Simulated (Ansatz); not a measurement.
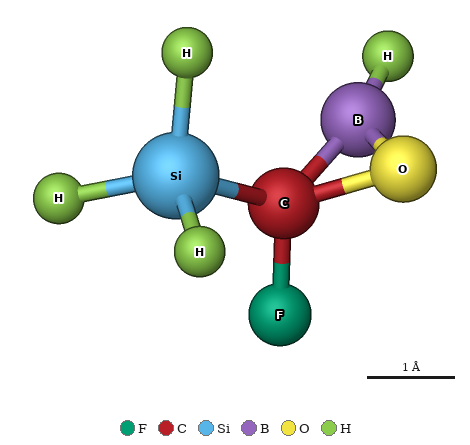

Figure 1. The structure (ball-and-stick view, seen at a tilt). Bond lengths as drawn: B–C 1.52 Å, B–H 1.18 Å, B–O 1.33 Å, C–F 1.37 Å, C–O 1.48 Å, C–Si 1.89 Å and H–Si 1.48 Å.

**CH₄BFOSi: single-point calculation**

CH₄BFOSi, SMILES FC1([SiH3])BO1, computed with RKS BLYP-d3bjatm/aug-pcseg-2 (Ansatz 0.2.0).

The geometry comes from this level: PBE0-D4/def2-TZVP. Figures and captions count atoms from 1; the log counts them from 0 in places.

What the program printed:
```
Functional definition: BLYP
  name "BLYP"
  cite "Becke, Phys. Rev. A 38, 3098 (1988) doi:10.1103/PhysRevA.38.3098"
  cite "Lee, Yang & Parr, Phys. Rev. B 37, 785 (1988) doi:10.1103/PhysRevB.37.785"
  parameter beta = 0.0042
  parameter a = 0.04918
  parameter b = 0.132
  parameter c = 0.2533
  parameter d = 0.349
  exchange = b88_x(beta = beta)
  correlation = lyp_c(a = a, b = b, c = c, d = d)
1368 factors; their error is unknown
mean field evaluation 1: about -14414.1775 eV, gradient 5.8e1 eV
mean field evaluation 2: about -14386.8934 eV, gradient 1.3e2 eV
mean field evaluation 4: about -14420.8466 eV, gradient 1.2e1 eV
mean field evaluation 8: about -14421.1282 eV, gradient 1.4e-1 eV
mean field evaluation 16: about -14421.0775 eV, gradient 6.1e-4 eV
mean field -14421.07751398 eV, -529.9648236814 hartree, gradient 4.8e-5 eV, S^2 0.000000; 0 other end points of the search recorded, 0 dependent functions left out
the calculation of the forces begins
reference -14421.07795100 eV, -529.9648397417 hartree; 23, 23 occupied and 303, 303 virtual orbitals, 1368 factors
Total energy: -14421.43398686 eV, -529.9779238181 hartree
Atom 0 at    -1.108377    -0.710604    -1.372594 Å, force    -0.496944    -0.639771    -0.880327 eV/Å
Atom 1 at    -0.528332    -0.011095    -0.346454 Å, force     0.445765    -0.428675     0.823045 eV/Å
Atom 2 at     1.167500    -0.687249     0.125297 Å, force     0.192618    -0.098484     0.069208 eV/Å
Atom 3 at    -1.400993     1.015177     0.351821 Å, force    -0.485186     0.018264     0.532766 eV/Å
Atom 4 at    -0.582766     1.439423    -0.611175 Å, force     0.274140     1.170139    -0.540298 eV/Å
Atom 5 at     1.669014     0.135459     1.253733 Å, force     0.023429     0.019026     0.032492 eV/Å
Atom 6 at     2.092003    -0.602382    -1.032344 Å, force     0.036828     0.001002    -0.037472 eV/Å
Atom 7 at     1.005624    -2.098614     0.550668 Å, force     0.003862    -0.043479     0.014913 eV/Å
Atom 8 at    -2.225076     1.473483     1.063947 Å, force     0.005488     0.001977    -0.014328 eV/Å
Dipole moment:     0.044723     0.000409     0.331991 e Å
```

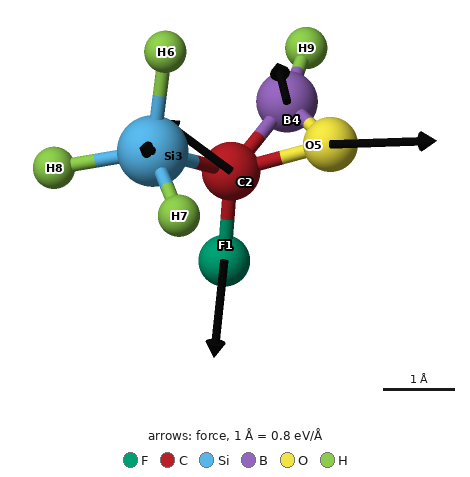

Figure 2. Forces on the atoms as black arrows (ball-and-stick view, seen at a tilt; atoms are numbered from 1 in the order of the input); the smallest are left out. The largest act on O5 (1.32 eV/Å); F1 (1.20 eV/Å); C2 (1.03 eV/Å); B4 (0.72 eV/Å). The geometry is not a stationary point of this energy.

The run was set up as follows.

Input file:
```yaml
crystal:
  periodic: [false, false, false]
  atoms:
    - {symbol: F, position_ang: [-1.108377, -0.710604, -1.372594]}
    - {symbol: C, position_ang: [-0.528332, -0.011095, -0.346454]}
    - {symbol: Si, position_ang: [1.167500, -0.687249, 0.125297]}
    - {symbol: B, position_ang: [-1.400993, 1.015177, 0.351821]}
    - {symbol: O, position_ang: [-0.582766, 1.439423, -0.611175]}
    - {symbol: H, position_ang: [1.669014, 0.135459, 1.253733]}
    - {symbol: H, position_ang: [2.092003, -0.602382, -1.032344]}
    - {symbol: H, position_ang: [1.005624, -2.098614, 0.550668]}
    - {symbol: H, position_ang: [-2.225076, 1.473483, 1.063947]}
basis:
  gaussian: {orbitals: aug-pcseg-2}
hamiltonian: {xc: {name: BLYP}, dispersion: d3bjatm}
output: {forces: true}
```

Launched with:
```bash
ansatz run in.yaml --threads 2 --pin off --events-out ev --progress --plain --max-ram 4352MiB
```

Key numbers:

| quantity | value |
| --- | --- |
| outcome | converged |
| total energy | −14421.4340 eV |
| mean-field energy | −14421.0780 eV |
| dispersion energy | −0.3560 eV |
| SCF solution under orbital rotations | stable |
| largest force (length of the vector) | 1.318 eV/Å |
| dipole moment | 1.61 D |
| hardware | 2 threads of Arm Neoverse V2, 23 GiB of memory available, shared host |
| wall time | 8 s (CPU time 15 s) |
| peak memory | 0.49 GiB |
